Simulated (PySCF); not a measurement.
# SiHClO (SMILES O[Si]Cl) at B2PLYP/STO-3G

Aim: the vertical singlet–triplet gap of SiHClO at B2PLYP/STO-3G, from 2 runs. Input form: a Python script.

The calculation is run with PySCF 2.14.0.

31 further runs of the same task are left out: 14 that didn't finish, 17 set aside as unsound or not needed.

## (1) The structure to begin with

SiHClO has 4 atoms, charge 0, and is taken as a singlet. SMILES: `O[Si]Cl`. Geometry: relaxed at PBE0-D4/def2-TZVP.

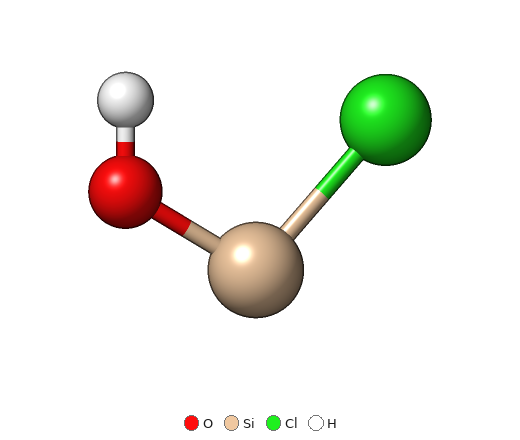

Viewed from a chosen angle; oxygen red, silicon light orange, chlorine green, hydrogen white.

## (2) The energy at B2PLYP/STO-3G

Contents of job.py:

```python
from pyscf import gto, dft, mp

system = gto.Mole()
system.atom = '''
O     -1.723052     0.850755    -0.583358
Si    -0.820519    -1.492317     1.222653
Cl     3.141292    -1.324698     0.796331
H     -0.492841     1.852687    -1.473986
'''
system.charge = 0
system.basis = 'sto-3g'
system.unit = 'bohr'
system.verbose = 4
system.max_memory = 1860
system.build()

mf = dft.RKS(system)
mf.xc = '0.53*HF + 0.47*B88, 0.73*LYP'
mf.grids.level = 5
mf.conv_tol = 1e-10
mf.kernel()
if not mf.converged:
    mf = mf.newton().run(mf.mo_coeff, mf.mo_occ)

pt = mp.MP2(mf, frozen=11).run()
e_final = mf.e_tot + 0.27 * pt.e_corr
print('PT2 part  %.8f' % (0.27 * pt.e_corr))
print(f'total energy: {e_final:.8f} hartree')
```

The run is started by

```sh
$ OMP_NUM_THREADS=1 python job.py
```

Output:

```text
PySCF version 2.14.0

[INPUT] num. atoms = 4
[INPUT] num. electrons = 40
[INPUT] charge = 0
[INPUT] spin (= nelec alpha-beta = 2S) = 0
[INPUT] symmetry False subgroup None
[INPUT] Mole.unit = bohr
[INPUT] Symbol           X                Y                Z      unit          X                Y                Z       unit  Magmom
[INPUT]  1 O     -0.911799851630   0.450200158076  -0.308699759408 AA   -1.723052000000   0.850755000000  -0.583358000000 Bohr   0.0
[INPUT]  2 Si    -0.434199955927  -0.789700147869   0.647000104463 AA   -0.820519000000  -1.492317000000   1.222653000000 Bohr   0.0
[INPUT]  3 Cl     1.662300139245  -0.700999992951   0.421400217549 AA    3.141292000000  -1.324698000000   0.796331000000 Bohr   0.0
[INPUT]  4 H     -0.260800225807   0.980399739368  -0.779999800415 AA   -0.492841000000   1.852687000000  -1.473986000000 Bohr   0.0

nuclear repulsion = 131.42782494721
number of shells = 14
number of NR pGTOs = 72
number of NR cGTOs = 24
basis = sto-3g
ecp = {}

******** <class 'pyscf.dft.rks.RKS'> ********
method = RKS
initial guess = minao
damping factor = 0
level_shift factor = 0
DIIS = <class 'pyscf.scf.diis.CDIIS'>
diis_start_cycle = 1
diis_space = 8
diis_damp = 0
SCF conv_tol = 1e-10
SCF conv_tol_grad = None
SCF max_cycles = 50
direct_scf = True
direct_scf_tol = 1e-13
XC library pyscf.dft.libxc version 7.0.0
    S. Lehtola, C. Steigemann, M. J.T. Oliveira, and M. A.L. Marques.,  SoftwareX 7, 1–5 (2018)
XC functionals = 0.53*HF + 0.47*B88, 0.73*LYP
    A. D. Becke.,  Phys. Rev. A 38, 3098 (1988)
    C. Lee, W. Yang, and R. G. Parr.,  Phys. Rev. B 37, 785 (1988)
    B. Miehlich, A. Savin, H. Stoll, and H. Preuss.,  Chem. Phys. Lett. 157, 200 (1989)
radial grids:
    Treutler-Ahlrichs [JCP 102, 346 (1995); DOI:10.1063/1.469408] (M4) radial grids

becke partition: Becke, JCP 88, 2547 (1988); DOI:10.1063/1.454033
pruning grids: <function nwchem_prune>
grids dens level: 5
symmetrized grids: False
atomic radii adjust function: <function treutler_atomic_radii_adjust>
small_rho_cutoff = 0
Set gradient conv threshold to 1e-05
Initial guess from minao.
tot grids = 153120
init E= -815.376925643493
  HOMO = -0.265964967334197  LUMO = 0.007448518409156  gap/eV = 7.43996
cycle= 1 E= -815.601891375123  delta_E= -0.225  |g|= 0.499  |ddm|= 2.51
  HOMO = -0.159422004381147  LUMO = 0.103694656618916  gap/eV = 7.15977
cycle= 2 E= -815.567752289012  delta_E= 0.0341  |g|= 0.676  |ddm|= 1.59
  HOMO = -0.211361302693623  LUMO = 0.106983456092791  gap/eV = 8.66260
cycle= 3 E= -815.706958799668  delta_E= -0.139  |g|= 0.0362  |ddm|= 0.872
  HOMO = -0.214999464090443  LUMO = 0.119858336912811  gap/eV = 9.11194
cycle= 4 E= -815.707534606893  delta_E= -0.000576  |g|= 0.00911  |ddm|= 0.0959
  HOMO = -0.217590616525429  LUMO = 0.116011600107855  gap/eV = 9.07778
cycle= 5 E= -815.707584435745  delta_E= -4.98e-05  |g|= 0.00134  |ddm|= 0.0245
  HOMO = -0.217410018710698  LUMO = 0.116147811156768  gap/eV = 9.07657
cycle= 6 E= -815.707586214587  delta_E= -1.78e-06  |g|= 0.000319  |ddm|= 0.00502
  HOMO = -0.21742058401388  LUMO = 0.116136284830143  gap/eV = 9.07654
cycle= 7 E= -815.707586289536  delta_E= -7.49e-08  |g|= 1.74e-05  |ddm|= 0.00113
  HOMO = -0.217420986692993  LUMO = 0.116137517879135  gap/eV = 9.07659
cycle= 8 E= -815.707586289896  delta_E= -3.59e-10  |g|= 3.51e-06  |ddm|= 7.47e-05
  HOMO = -0.217420894987879  LUMO = 0.116137437340418  gap/eV = 9.07658
cycle= 9 E= -815.707586289912  delta_E= -1.61e-11  |g|= 4.3e-07  |ddm|= 1.77e-05
  HOMO = -0.217420953661578  LUMO = 0.116137380929689  gap/eV = 9.07658
Extra cycle  E= -815.707586289911  delta_E= 4.55e-13  |g|= 2.79e-07  |ddm|= 1.39e-06
converged SCF energy = -815.707586289911

******** <class 'pyscf.mp.mp2.RMP2'> ********
nocc = 9, nmo = 13
frozen orbitals 11
E(RMP2) = -815.821103058906  E_corr = -0.1135167689945
E(SCS-RMP2) = -815.824551842075  E_corr = -0.116965552163984
E_corr(same-spin) = -0.0222168122647109
E_corr(oppo-spin) = -0.0912999567297891
PT2 part  -0.03064953
total energy: -815.73823582 hartree
```

Wall time 2.9 s (1 thread of Intel Xeon Platinum 8488C (Sapphire Rapids), shared host); peak memory 0.22 GiB.

## (3) The triplet, same level

Contents of calc.py:

```python
from pyscf import gto, dft, mp

system = gto.Mole()
system.atom = '''
O       -0.911800       0.450200      -0.308700
Si      -0.434200      -0.789700       0.647000
Cl       1.662300      -0.701000       0.421400
H       -0.260800       0.980400      -0.780000
'''
system.verbose = 4
system.charge = 0
system.basis = 'sto-3g'
system.spin = 2
system.max_memory = 1860
system.build()

mf = dft.UKS(system, xc='0.53*HF + 0.47*B88, 0.73*LYP')
mf.conv_tol = 1e-10
mf.grids.level = 5
mf.kernel()
if not mf.converged:
    mf = mf.newton().run(mf.mo_coeff, mf.mo_occ)

pt = mp.MP2(mf, frozen=11).run()
e_tot = mf.e_tot + 0.27 * pt.e_corr
print('PT2 part  %.8f' % (0.27 * pt.e_corr))
print('E = %.10f Eh' % e_tot)
```

The run is started by

```sh
$ OMP_NUM_THREADS=1 python calc.py
```

Output:

```text
PySCF version 2.14.0

[INPUT] num. atoms = 4
[INPUT] num. electrons = 40
[INPUT] charge = 0
[INPUT] spin (= nelec alpha-beta = 2S) = 2
[INPUT] symmetry False subgroup None
[INPUT] Mole.unit = angstrom
[INPUT] Symbol           X                Y                Z      unit          X                Y                Z       unit  Magmom
[INPUT]  1 O     -0.911800000000   0.450200000000  -0.308700000000 AA   -1.723052280378   0.850754701279  -0.583358454653 Bohr   0.0
[INPUT]  2 Si    -0.434200000000  -0.789700000000   0.647000000000 AA   -0.820519083286  -1.492316720569   1.222652802594 Bohr   0.0
[INPUT]  3 Cl     1.662300000000  -0.701000000000   0.421400000000 AA    3.141291736865  -1.324698013320   0.796330588892 Bohr   0.0
[INPUT]  4 H     -0.260800000000   0.980400000000  -0.780000000000 AA   -0.492840573287   1.852687492524  -1.473986377161 Bohr   0.0

nuclear repulsion = 131.427828301599
number of shells = 14
number of NR pGTOs = 72
number of NR cGTOs = 24
basis = sto-3g
ecp = {}

******** <class 'pyscf.dft.uks.UKS'> ********
method = UKS
initial guess = minao
damping factor = 0
level_shift factor = 0
DIIS = <class 'pyscf.scf.diis.CDIIS'>
diis_start_cycle = 1
diis_space = 8
diis_damp = 0
SCF conv_tol = 1e-10
SCF conv_tol_grad = None
SCF max_cycles = 50
direct_scf = True
direct_scf_tol = 1e-13
number electrons alpha = 21  beta = 19
XC library pyscf.dft.libxc version 7.0.0
    S. Lehtola, C. Steigemann, M. J.T. Oliveira, and M. A.L. Marques.,  SoftwareX 7, 1–5 (2018)
XC functionals = 0.53*HF + 0.47*B88, 0.73*LYP
    A. D. Becke.,  Phys. Rev. A 38, 3098 (1988)
    C. Lee, W. Yang, and R. G. Parr.,  Phys. Rev. B 37, 785 (1988)
    B. Miehlich, A. Savin, H. Stoll, and H. Preuss.,  Chem. Phys. Lett. 157, 200 (1989)
radial grids:
    Treutler-Ahlrichs [JCP 102, 346 (1995); DOI:10.1063/1.469408] (M4) radial grids

becke partition: Becke, JCP 88, 2547 (1988); DOI:10.1063/1.454033
pruning grids: <function nwchem_prune>
grids dens level: 5
symmetrized grids: False
atomic radii adjust function: <function treutler_atomic_radii_adjust>
small_rho_cutoff = 0
Set gradient conv threshold to 1e-05
tot grids = 153120
init E= -815.376925466654
[... the frontier-level lines of each cycle are left out ...]


cycle= 1 E= -815.487806122781  delta_E= -0.111  |g|= 0.324  |ddm|= 2.09


cycle= 2 E= -815.527538673962  delta_E= -0.0397  |g|= 0.259  |ddm|= 0.905
cycle= 3 E= -815.574119051587  delta_E= -0.0466  |g|= 0.0221  |ddm|= 0.421
cycle= 4 E= -815.574661738908  delta_E= -0.000543  |g|= 0.00581  |ddm|= 0.0545
cycle= 5 E= -815.574726237986  delta_E= -6.45e-05  |g|= 0.0022  |ddm|= 0.0202
cycle= 6 E= -815.574742831756  delta_E= -1.66e-05  |g|= 0.00084  |ddm|= 0.0126
cycle= 7 E= -815.574746140176  delta_E= -3.31e-06  |g|= 0.00024  |ddm|= 0.00735
cycle= 8 E= -815.574746477803  delta_E= -3.38e-07  |g|= 7.26e-05  |ddm|= 0.00255
cycle= 9 E= -815.574746511116  delta_E= -3.33e-08  |g|= 1.46e-05  |ddm|= 0.000886
cycle= 10 E= -815.57474651215  delta_E= -1.03e-09  |g|= 2.95e-06  |ddm|= 0.000146
cycle= 11 E= -815.574746512183  delta_E= -3.26e-11  |g|= 7.1e-07  |ddm|= 2.01e-05
Extra cycle  E= -815.574746512185  delta_E= -1.82e-12  |g|= 3.77e-07  |ddm|= 3.07e-06
converged SCF energy = -815.574746512185  <S^2> = 2.0008772  2S+1 = 3.0005848

******** <class 'pyscf.mp.ump2.UMP2'> ********
nocc = (np.int64(10), np.int64(8)), nmo = (13, 13)
frozen orbitals 11
E(UMP2) = -815.65119842265  E_corr = -0.0764519104648025
E(SCS-UMP2) = -815.653743296736  E_corr = -0.0789967845516111
E_corr(same-spin) = -0.0147063553917137
E_corr(oppo-spin) = -0.0617455550730888
PT2 part  -0.02064202
E = -815.5953885280 Eh
```

It took 5.7 s on 1 thread of Intel Xeon Platinum 8488C (Sapphire Rapids), shared host; peak memory 0.23 GiB.

## (4) Summary of results

Level: B2PLYP/STO-3G, 11 core orbitals frozen.

```
                                                         quantity          value
                                            singlet: total energy  -815.73824 Eh
                                singlet: dipole moment (SCF part)         2.22 D
                       singlet: HOMO energy (SCF part's orbitals)       -5.92 eV
                       singlet: LUMO energy (SCF part's orbitals)        3.16 eV
                     singlet: HOMO–LUMO gap (SCF part's orbitals)        9.08 eV
                                            triplet: total energy  -815.59539 Eh
                                triplet: dipole moment (SCF part)         2.44 D
triplet: HOMO energy (SCF part's orbitals) (highest over α and β)       -2.37 eV
 triplet: LUMO energy (SCF part's orbitals) (lowest over α and β)       -0.53 eV
                                                    triplet: ⟨S²⟩          2.001
                 vertical energy of the triplet above the singlet       3.887 eV
```

At this shape the triplet lies 3.89 eV (90 kcal/mol) above the singlet. In a minimal basis such a difference can be off by several eV, whatever the method. Mulliken charges (singlet) run from -0.45 on Cl3 to +0.67 on Si2. Mulliken charges (triplet) run from -0.45 on O1 to +0.61 on Si2; they depend strongly on the basis.
